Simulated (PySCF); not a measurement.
## EPR calculation, with input and output: C$_{7}$H$_{4}$FN (charge +1)

C$_{7}$H$_{4}$FN, charge +1, multiplicity 2, computed with UKS B3LYP, pcH-1 on C F H N, non-relativistic, mean-field spin-orbit, GIAO (PySCF 2.14.0).

It belongs to a series of runs on one base structure; here: electron removed.

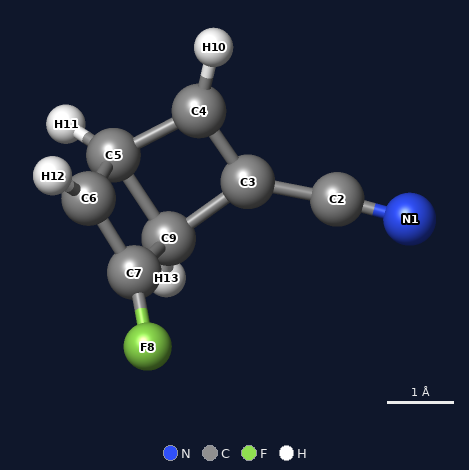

Figure 1. The structure (ball-and-stick view, seen at a tilt; atoms are numbered from 1 in the order of the input). Bond lengths as drawn: C–C 1.37 to 1.56 Å, C–F 1.29 Å, C–H 1.08 Å and C–N 1.15 Å.

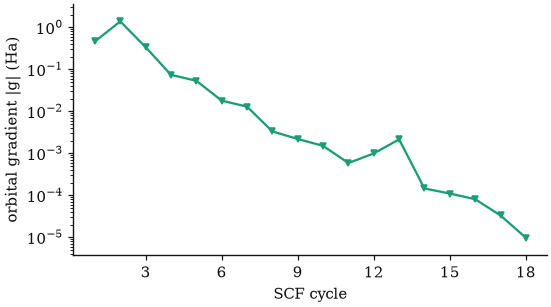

Figure 2. Convergence of the self-consistent field: orbital gradient |g| against the SCF cycle. All cycles printed in the log are drawn one after another.

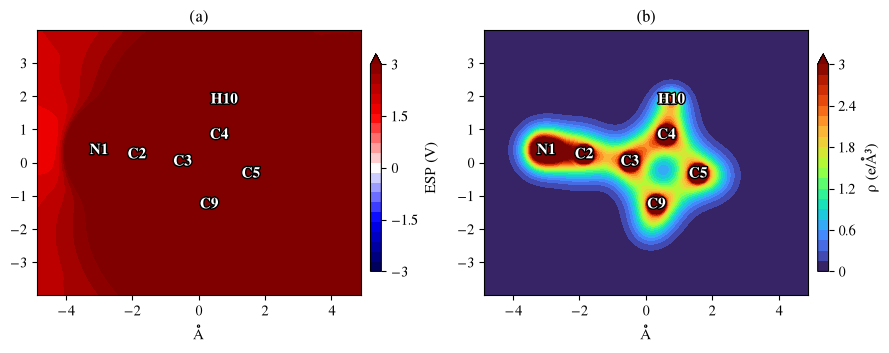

Figure 3. (a) electrostatic potential; (b) electron density on the plane of atoms C3, C4 and C5. The section cuts through N, C and H sites. C–N (1.15 Å): ρ is about 3.6 e/Å³ halfway. C–C (1.37 Å): ρ is about 2.2 e/Å³ halfway. C–C (1.52 Å): ρ at the midpoint is about 1.6 e/Å³. C–C (1.56 Å): ρ at the midpoint is about 1.6 e/Å³. The potential has no marked negative region in this plane.

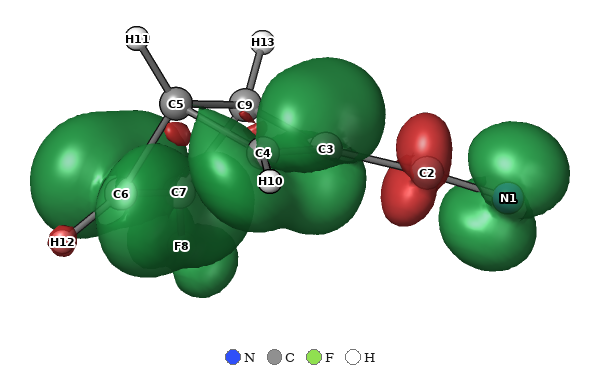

Figure 4. Isosurfaces of the spin density (α minus β) at +0.015 (green) and −0.015 e/Å³ (red), seen from the side. The unpaired spin (1 electron) lies mostly on C6 (about 0.3), C7 (about 0.2), C3 (about 0.2), C4 (about 0.2) and N1 (about 0.1), in electrons by Hirshfeld's partition.

The input and output of the run follow.

The input
```
{"job": {"kind": "epr", "basis": "pcH-1"}, "charge": 1, "multiplicity": 2}
N      2.827610    -1.970322    -0.857075
C      2.029864    -1.161175    -0.703938
C      0.992469    -0.266902    -0.441090
C      0.904838     0.960966     0.149213
C     -0.565696     1.100365    -0.164527
C     -1.215675     0.506735     1.056394
C     -1.194134    -0.747494     0.513541
F     -1.587411    -1.909228     0.911756
C     -0.492329    -0.343774    -0.757685
H      1.595483     1.603296     0.666260
H     -0.958052     1.975729    -0.663537
H     -1.503701     0.930952     2.001668
H     -0.837655    -0.678663    -1.728708
```

The first line tells a small driver script what to run in PySCF; the rest is the geometry in Å.

Command:
```bash
OMP_NUM_THREADS=1 python <driver script> task.json out
```

What the program printed
```
UKS, coarse grid
  cycle   1  E = -423.18000047  |g| = 4.59e-01
  cycle   2  E = -422.08737261  |g| = 1.38e+00
  cycle   3  E = -423.22595630  |g| = 3.36e-01
  cycle   4  E = -423.27699570  |g| = 7.37e-02
  cycle   5  E = -423.27912541  |g| = 5.32e-02
  cycle   6  E = -423.28030862  |g| = 1.79e-02
  cycle   7  E = -423.28047491  |g| = 1.29e-02
  cycle   8  E = -423.28056276  |g| = 3.31e-03
  cycle   9  E = -423.28057421  |g| = 2.19e-03
  cycle  10  E = -423.28057767  |g| = 1.50e-03
  cycle  11  E = -423.28057918  |g| = 5.86e-04
UKS, final grid
  cycle   1  E = -423.28052469  |g| = 9.88e-04
  cycle   2  E = -423.28052288  |g| = 2.14e-03
  cycle   3  E = -423.28052527  |g| = 1.45e-04
  cycle   4  E = -423.28052528  |g| = 1.10e-04
  cycle   5  E = -423.28052529  |g| = 8.05e-05
  cycle   6  E = -423.28052530  |g| = 3.31e-05
  cycle   7  E = -423.28052530  |g| = 9.73e-06
E = -423.28052530 Eh   <S^2> = 0.7558 (exact 0.7500)
g shifts (ppm)      1          2          3
  rmc          -191       -191       -191
  gc             32         23         46
  oz_so         231        627       2490
  total          72        458       2345
hyperfine (MHz)  atom isotope    a_iso     a_fc   dipolar eigenvalues
    0   14N       3.20       3.20     -7.72     -6.31     14.03
    1   13C     -18.21     -18.21     -6.21     -1.69      7.90
    2   13C      18.08      18.08    -22.17    -19.40     41.57
    3   13C      31.39      31.39    -22.76    -17.91     40.67
    4   13C     -13.39     -13.39     -3.04     -0.55      3.58
    5   13C      30.87      30.87    -32.03    -29.09     61.12
    6   13C      11.96      11.96    -24.40    -20.14     44.54
    7   19F      59.95      59.95   -126.59   -123.25    249.84
    8   13C     -10.91     -10.91     -1.87      0.24      1.62
    9    1H     -14.00     -14.00     -9.88     -1.91     11.79
   10    1H      -7.20      -7.20     -3.39     -0.80      4.19
   11    1H     -23.96     -23.96    -14.46     -2.97     17.43
   12    1H      -6.22      -6.22     -2.81     -0.19      2.99
```

Results in brief

```csv
quantity,value
outcome,converged
total energy,−423.280525 hartree
⟨S²⟩,0.756
isotropic g,2.0033
hardware,"1 CPU thread, shared host"
wall time,69 s
peak memory,0.97 GiB
```
